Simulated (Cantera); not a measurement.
A closed system holds: 1 mol AlN, a varied amount of O2, 4.9 mol N2, at 1250 K and 92.0 Pa.

Equilibrium computed with Cantera from the NASA thermochemical tables; the gas is ideal and each condensed phase is pure. Candidate condensed phases: Al, AlN, Al2O3; 16 gas species. Mutual solubility and eutectic melting of coexisting phases are not modelled. Kinetics and transport are ignored.

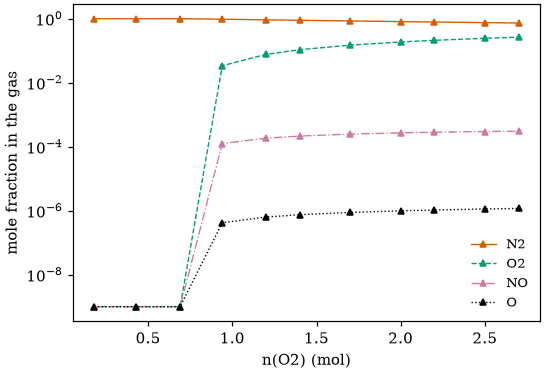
Fig. 1. Equilibrium gas composition (values under 1e-9 drawn at 1e-9)

From 0.18 mol O2 to 0.69 mol O2 the condensed part is AlN(s) + Al2O3(s). From 0.94 mol O2 to 2.7 mol O2 the condensed part is Al2O3(s).
